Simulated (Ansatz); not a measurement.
C₈H₄Ti (SMILES C#[C][Ti]([C]#C)([C]#C)[C]#C)

Input file:

```
crystal:
  periodic: [false, false, false]
  atoms:
    - {symbol: C, position_ang: [3.009290, 0.442370, -1.076880]}
    - {symbol: C, position_ang: [1.875160, 0.274476, -0.670515]}
    - {symbol: Ti, position_ang: [0.002159, -0.002673, 0.000893]}
    - {symbol: C, position_ang: [-1.058055, -1.017460, -1.370939]}
    - {symbol: C, position_ang: [-1.700967, -1.631923, -2.200802]}
    - {symbol: C, position_ang: [-0.861935, 1.780831, 0.329788]}
    - {symbol: C, position_ang: [-1.385255, 2.860661, 0.528965]}
    - {symbol: C, position_ang: [0.053013, -1.048426, 1.715416]}
    - {symbol: C, position_ang: [0.082825, -1.681797, 2.753455]}
    - {symbol: H, position_ang: [4.004409, 0.589712, -1.433451]}
    - {symbol: H, position_ang: [-2.264992, -2.171084, -2.929020]}
    - {symbol: H, position_ang: [-1.844426, 3.808151, 0.703721]}
    - {symbol: H, position_ang: [0.109075, -2.237536, 3.664269]}
basis:
  gaussian: {orbitals: def2-TZVPP}
hamiltonian: {xc: pbe0, dispersion: d4}
output: {orbitals: {seedname: orbitals}}
```

Command:

```sh
ansatz run in.yaml --threads 2 --pin off --events-out ev --progress --plain --max-ram 22528MiB --backend cuda --devices 0, --max-vram 18GiB
```

Geometry: PBE0-D4/def2-TZVP.

Computed with Ansatz 0.2.0, RKS PBE0-D4/def2-TZVPP.

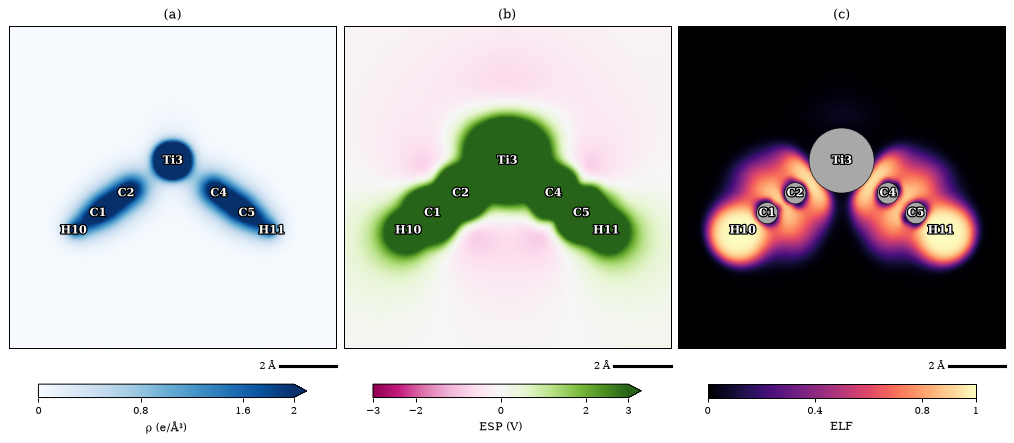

Figure 1. (a) electron density; (b) electrostatic potential; (c) ELF on the plane of atoms C2, Ti3 and C4. Grey discs cover the atomic cores in the ELF map.

> What do the fields say about this system?

- The section cuts through C, Ti and H sites.
- C–C (1.22 Å): the density is about 2.8 e/Å³ at the midpoint; the ELF peaks at about 0.85 between the atoms; a multiple bond.
- C–Ti (2.01 Å): ρ at the midpoint is about 0.79 e/Å³; the ELF peaks at about 0.95 in the valence shell of C, 0.6 Å from its nucleus, and is about 0.45 at the midpoint.
- C–H (1.07 Å): ρ is about 2.2 e/Å³ halfway; the ELF climbs to about 1 towards the hydrogen, as it does in any bond to H: an ordinary covalent bond to hydrogen.
- Outside the dense part of the molecule the potential is most negative (−0.9 V) near C2 and C4.

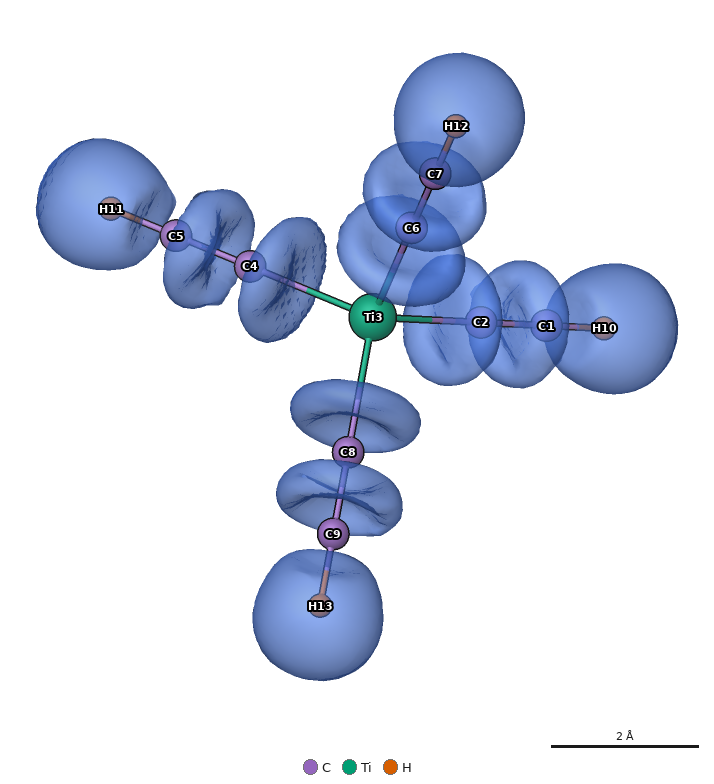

Figure 2. Isosurface of the electron localisation function at 0.8 (blue), seen at an oblique angle. Only the valence region is drawn (cores and ρ < 0.01 e/Å³ removed).

> Where are the electrons localised?

At this value the surface marks out four regions between bonded C–C atoms (shared pairs), four regions around hydrogen nuclei and four lobes of the valence shell of C pointing towards Ti (polar bonds).

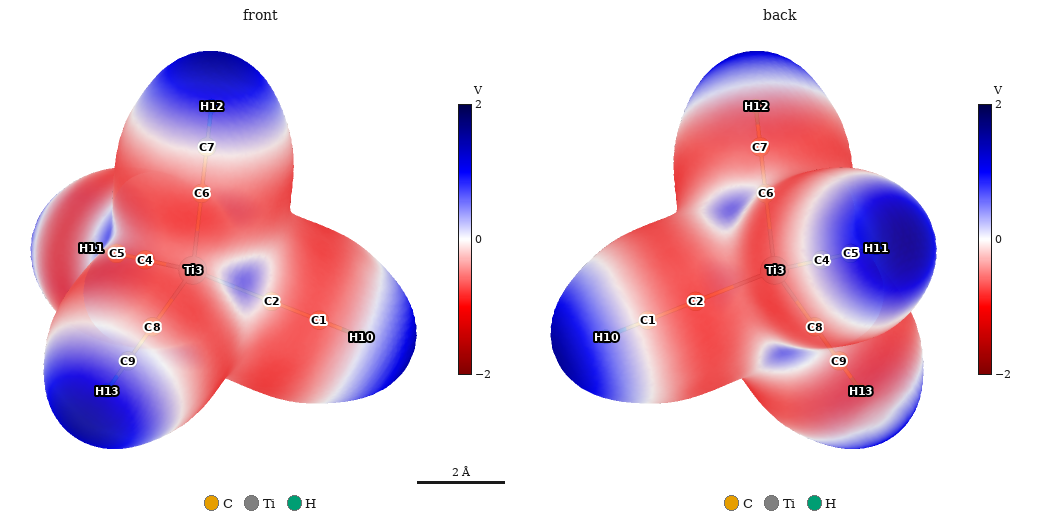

Figure 3. The electrostatic potential painted on the density surface at 0.001 e/bohr³, seen from the front and from behind; red is negative and blue positive.

> Which sites attract a positive test charge, and which a negative one?

A positive charge is drawn to the negative regions and a negative charge to the positive ones. The most negative region (about −0.8 V) lies over the C atoms, the most positive (about +1.5 V) over H10, H11, H12 and H13.

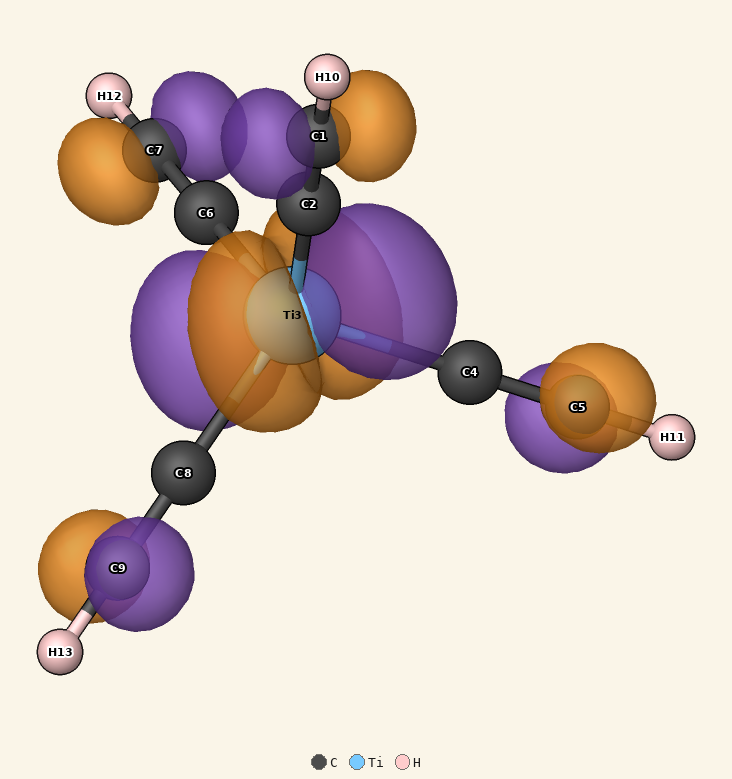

Figure 4. The LUMO at ±0.1 Å⁻³ᐟ² (orange and purple are the two phases), seen at an oblique angle.

> Where does this orbital lie, and at what energy?

By Hirshfeld shares it lies mainly on Ti3 (about 65 %). It is one of a degenerate set, so its orientation is arbitrary. Its energy is −3.30 eV.
